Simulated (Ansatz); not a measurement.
Run report: C3H8Cl2Si, nudged elastic band (part 2 of 2)

The same run, continued: C3H8Cl2Si; RKS r2SCANh-D4/STO-3G (Ansatz 0.2.0). One setting was made poor on purpose. It belongs to a series of runs on one base structure; here: band between the two ends.

Geometry of the input (Å):
```
C  -1.3002  -0.3475  1.8610
Si 0.0637  -0.7600  0.6636
C  0.1300  0.5634  -0.7128
C  1.2324  0.3522  -1.7795
Cl -1.5098  0.6026  -1.5942
Cl 0.4158  2.2289  0.0728
H  -1.3583  -1.0943  2.6570
H  -2.2666  -0.3175  1.3514
H  -1.1301  0.6290  2.3214
H  1.3650  -0.7526  1.2878
H  -0.1543  -2.0224  -0.0011
H  1.0777  -0.6145  -2.2773
H  1.2059  1.1512  -2.5308
H  2.2157  0.3524  -1.2903
```

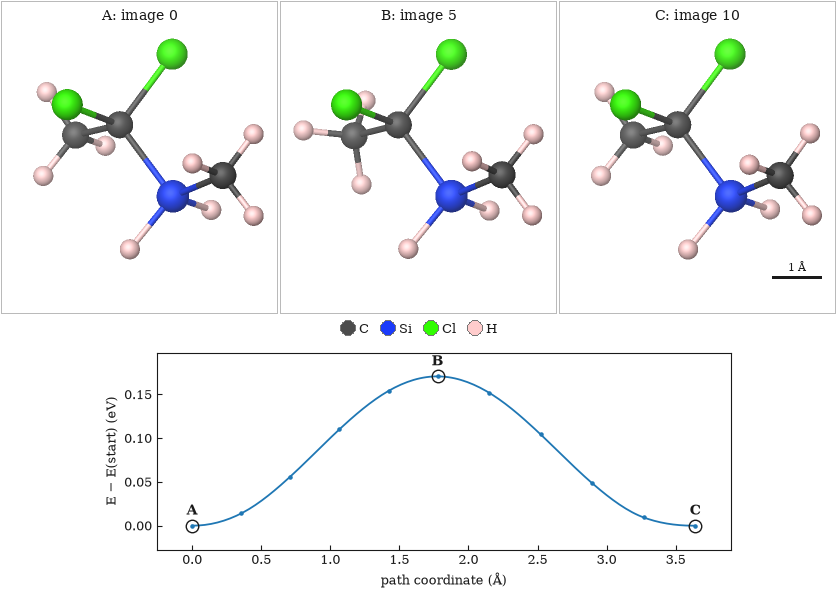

Images of the last band (counted from 0; ball-and-stick, seen at a tilt) above the energy along the path; the line is a cubic interpolation that uses the forces. The highest image is number 5, 0.171 eV above the start and 0.171 eV above the end (the climbing image); start and end have the same energy. The path is 3.64 Å long. The band converged in 7 iterations.

```
Total energy: -35760.86133275 eV, -1314.1874143963 hartree
Atom 0 at    -1.294433    -0.334005     1.872393 Å, force    -0.007567     0.004069     0.001015 eV/Å
Atom 1 at     0.095274    -0.722439     0.697320 Å, force    -0.000096    -0.001728     0.002633 eV/Å
Atom 2 at     0.098891     0.534745    -0.741260 Å, force     0.008593    -0.007949    -0.004384 eV/Å
Atom 3 at     1.243319     0.342066    -1.793123 Å, force    -0.005412     0.006217    -0.006701 eV/Å
Atom 4 at    -1.545044     0.417670    -1.615179 Å, force    -0.003599     0.002937     0.000711 eV/Å
Atom 5 at     0.235090     2.247389    -0.015235 Å, force     0.001042     0.006611     0.002923 eV/Å
Atom 6 at    -1.324532    -1.056838     2.691807 Å, force    -0.000196    -0.001664     0.003069 eV/Å
Atom 7 at    -2.257636    -0.364038     1.356845 Å, force     0.002488    -0.000571     0.000466 eV/Å
Atom 8 at    -1.171815     0.663183     2.302506 Å, force    -0.000683    -0.003923    -0.004470 eV/Å
Atom 9 at     1.390851    -0.615732     1.324623 Å, force     0.001679     0.002357     0.001092 eV/Å
Atom 10 at    -0.046454    -2.024078     0.089784 Å, force     0.002684     0.000142    -0.000820 eV/Å
Atom 11 at     0.819613     0.159518    -2.787397 Å, force    -0.002919     0.000867    -0.000757 eV/Å
Atom 12 at     1.872852     1.238262    -1.838285 Å, force     0.000440    -0.001183     0.001427 eV/Å
Atom 13 at     1.870825    -0.514903    -1.515798 Å, force     0.003545    -0.006183     0.003796 eV/Å
Dipole moment:     0.361475    -0.488792     0.159811 e Å
this run last wrote the band of iteration 7 to [file]
```

## The last band as extended XYZ (Å, eV, eV/Å)
```
14
Properties=species:S:1:pos:R:3:forces:R:3 image=0 energy=-35761.03187
C    -1.3002   -0.3475    1.8610   -0.0011   0.0025  -0.0089
Si    0.0637   -0.7600    0.6636   -0.0042   0.0050  -0.0045
C     0.1300    0.5634   -0.7128    0.0117   0.0107   0.0070
C     1.2324    0.3522   -1.7795    0.0057   0.0038   0.0031
Cl   -1.5098    0.6026   -1.5942   -0.0103  -0.0041   0.0042
Cl    0.4158    2.2289    0.0728   -0.0035  -0.0102  -0.0045
H    -1.3583   -1.0943    2.6570   -0.0009   0.0002   0.0046
H    -2.2666   -0.3175    1.3514    0.0023   0.0003   0.0015
H    -1.1301    0.6290    2.3214    0.0008  -0.0020   0.0001
H     1.3650   -0.7526    1.2878   -0.0024  -0.0016   0.0055
H    -0.1543   -2.0224   -0.0011    0.0003  -0.0025  -0.0018
H     1.0777   -0.6145   -2.2773   -0.0015   0.0015  -0.0027
H     1.2059    1.1512   -2.5308   -0.0021  -0.0027   0.0005
H     2.2157    0.3524   -1.2903    0.0053  -0.0011  -0.0042
14
Properties=species:S:1:pos:R:3:forces:R:3 image=1 energy=-35761.01788
C    -1.3050   -0.3496    1.8563   -0.0038  -0.0030  -0.0025
Si    0.0743   -0.7527    0.6735   -0.0020  -0.0018  -0.0010
C     0.1280    0.5582   -0.7151    0.0044   0.0019   0.0020
C     1.2278    0.3477   -1.7868   -0.0004  -0.0005  -0.0015
Cl   -1.5172    0.5969   -1.5879    0.0024   0.0148   0.0054
Cl    0.4130    2.2231    0.0718    0.0160   0.0015   0.0087
H    -1.3287   -1.0623    2.6847   -0.0027  -0.0021  -0.0018
H    -2.2733   -0.3826    1.3509   -0.0011   0.0013  -0.0012
H    -1.1750    0.6523    2.2733    0.0012  -0.0023  -0.0010
H     1.3696   -0.7038    1.3087   -0.0026  -0.0115  -0.0012
H    -0.1077   -2.0311    0.0287   -0.0076   0.0010  -0.0087
H     0.9681   -0.5177   -2.4105    0.0154  -0.0318   0.0292
H     1.3227    1.2338   -2.4261   -0.0321  -0.0106  -0.0316
H     2.1903    0.1588   -1.2927    0.0130   0.0431   0.0053
14
Properties=species:S:1:pos:R:3:forces:R:3 image=3 energy=-35760.92178
C    -1.3010   -0.3426    1.8642   -0.0041  -0.0149  -0.0051
Si    0.0835   -0.7389    0.6851   -0.0053  -0.0026  -0.0046
C     0.1110    0.5434   -0.7312   -0.0032   0.0072  -0.0052
C     1.2370    0.3443   -1.7926   -0.0175   0.0251  -0.0119
Cl   -1.5359    0.5190   -1.6062    0.0187   0.0312   0.0121
Cl    0.3252    2.2275    0.0400    0.0297   0.0017   0.0249
H    -1.3218   -1.0558    2.6924   -0.0046   0.0005  -0.0021
H    -2.2679   -0.3818    1.3566   -0.0036   0.0009  -0.0007
H    -1.1779    0.6598    2.2816    0.0000  -0.0004  -0.0039
H     1.3786   -0.6468    1.3160   -0.0045  -0.0135  -0.0045
H    -0.0687   -2.0348    0.0686   -0.0095  -0.0029  -0.0121
H     0.8430   -0.2187   -2.6478    0.0236  -0.0612   0.0426
H     1.6108    1.3132   -2.1465   -0.0617  -0.0327  -0.0532
H     2.0710   -0.2170   -1.3513    0.0420   0.0617   0.0238
14
Properties=species:S:1:pos:R:3:forces:R:3 image=4 energy=-35760.87791
C    -1.2984   -0.3398    1.8679   -0.0157   0.0182   0.0006
Si    0.0871   -0.7321    0.6894    0.0085  -0.0096   0.0030
C     0.1053    0.5410   -0.7350    0.0157  -0.0101  -0.0121
C     1.2410    0.3438   -1.7929    0.0053  -0.0211   0.0031
Cl   -1.5416    0.4782   -1.6084   -0.0008   0.0247   0.0060
Cl    0.2858    2.2361    0.0206    0.0152   0.0110   0.0206
H    -1.3253   -1.0590    2.6905   -0.0012  -0.0071   0.0037
H    -2.2639   -0.3711    1.3567    0.0021  -0.0008   0.0024
H    -1.1732    0.6593    2.2938   -0.0017  -0.0165  -0.0109
H     1.3830   -0.6354    1.3186   -0.0079  -0.0066  -0.0062
H    -0.0613   -2.0301    0.0758   -0.0047   0.0018  -0.0082
H     0.8184   -0.0315   -2.7321   -0.0076  -0.0514   0.0087
H     1.7512    1.2928   -1.9917   -0.0242   0.0287  -0.0352
H     1.9787   -0.3813   -1.4242    0.0171   0.0387   0.0243
14
Properties=species:S:1:pos:R:3:forces:R:3 image=6 energy=-35760.88003
C    -1.2886   -0.3282    1.8771   -0.0045   0.0126   0.0017
Si    0.1024   -0.7160    0.7032    0.0084   0.0012   0.0076
C     0.0947    0.5295   -0.7455   -0.0060  -0.0100  -0.0055
C     1.2413    0.3423   -1.7927   -0.0011   0.0051  -0.0032
Cl   -1.5443    0.3660   -1.6217    0.0001  -0.0176  -0.0004
Cl    0.1983    2.2563   -0.0495   -0.0145   0.0070  -0.0124
H    -1.3263   -1.0580    2.6900    0.0012  -0.0001   0.0053
H    -2.2499   -0.3485    1.3573    0.0052  -0.0014   0.0010
H    -1.1624    0.6647    2.3161   -0.0009  -0.0061  -0.0044
H     1.3986   -0.6070    1.3287    0.0025   0.0112   0.0026
H    -0.0393   -2.0194    0.0991    0.0099   0.0025   0.0060
H     0.8406    0.3732   -2.8123    0.0034   0.0507  -0.0095
H     1.9841    1.1408   -1.6818    0.0268  -0.0237   0.0397
H     1.7377   -0.6247   -1.6390   -0.0305  -0.0315  -0.0286
14
Properties=species:S:1:pos:R:3:forces:R:3 image=7 energy=-35760.92765
C    -1.2823   -0.3230    1.8810   -0.0006   0.0070   0.0018
Si    0.1096   -0.7111    0.7081    0.0099   0.0037   0.0076
C     0.0894    0.5231   -0.7502   -0.0024  -0.0075  -0.0026
C     1.2366    0.3435   -1.7908   -0.0038   0.0028  -0.0012
Cl   -1.5405    0.3199   -1.6331   -0.0030  -0.0304  -0.0073
Cl    0.1679    2.2617   -0.0826   -0.0217   0.0034  -0.0213
H    -1.3264   -1.0581    2.6888    0.0030   0.0031   0.0042
H    -2.2420   -0.3352    1.3580    0.0046  -0.0015   0.0000
H    -1.1526    0.6661    2.3270   -0.0009   0.0008  -0.0016
H     1.4064   -0.5960    1.3312    0.0043   0.0173   0.0042
H    -0.0303   -2.0174    0.1098    0.0147   0.0018   0.0113
H     0.8860    0.5854   -2.8009    0.0164   0.0793   0.0015
H     2.0723    1.0070   -1.5376    0.0332  -0.0497   0.0560
H     1.5925   -0.6951   -1.7797   -0.0539  -0.0301  -0.0527
14
Properties=species:S:1:pos:R:3:forces:R:3 image=9 energy=-35761.02252
C    -1.2740   -0.3177    1.8834    0.0003   0.0036  -0.0006
Si    0.1239   -0.7040    0.7168    0.0034   0.0017   0.0030
C     0.0779    0.5078   -0.7593   -0.0068  -0.0047  -0.0039
C     1.2235    0.3439   -1.7896   -0.0038   0.0007   0.0020
Cl   -1.5355    0.2658   -1.6599    0.0028  -0.0088  -0.0019
Cl    0.1357    2.2563   -0.1204   -0.0060   0.0016  -0.0046
H    -1.3167   -1.0480    2.6956    0.0023   0.0022   0.0032
H    -2.2319   -0.3380    1.3575    0.0010  -0.0038   0.0003
H    -1.1508    0.6748    2.3237   -0.0028   0.0002  -0.0038
H     1.4178   -0.5482    1.3373    0.0016   0.0109   0.0014
H     0.0102   -2.0246    0.1454    0.0089  -0.0011   0.0072
H     1.0421    0.9646   -2.6755    0.0143   0.0304   0.0099
H     2.1730    0.6461   -1.3286    0.0085  -0.0312   0.0159
H     1.2917   -0.7081   -2.0974   -0.0237  -0.0016  -0.0282
14
Properties=species:S:1:pos:R:3:forces:R:3 image=10 energy=-35761.03192
C    -1.2877   -0.3343    1.8702   -0.0015   0.0007   0.0014
Si    0.1339   -0.6956    0.7245    0.0005  -0.0004   0.0004
C     0.0893    0.5203   -0.7483   -0.0015   0.0007   0.0008
C     1.2118    0.3337   -1.7987    0.0011   0.0001  -0.0013
Cl   -1.5434    0.3368   -1.6266    0.0023  -0.0006  -0.0004
Cl    0.2115    2.2596   -0.0919   -0.0004  -0.0025  -0.0020
H    -1.2744   -1.0060    2.7324    0.0004  -0.0009  -0.0008
H    -2.2428   -0.4612    1.3546    0.0004   0.0008  -0.0007
H    -1.2363    0.6933    2.2386    0.0016   0.0002   0.0008
H     1.4147   -0.5085    1.3630   -0.0005   0.0000  -0.0007
H     0.0577   -2.0202    0.1562   -0.0003   0.0001   0.0003
H     1.1131    1.0675   -2.6082   -0.0002   0.0006   0.0009
H     2.1892    0.4630   -1.3146   -0.0013   0.0000   0.0009
H     1.1502   -0.6778   -2.2221   -0.0007   0.0010   0.0006
```

## Summary

| quantity | value |
| --- | --- |
| outcome | converged |
| barrier, forward | 0.171 eV |
| barrier, backward | 0.171 eV |
| wall time | 2.8 min |
| peak memory | 0.18 GiB |

A deliberately poor setting: few iterations. The order of the saddle point was not checked.
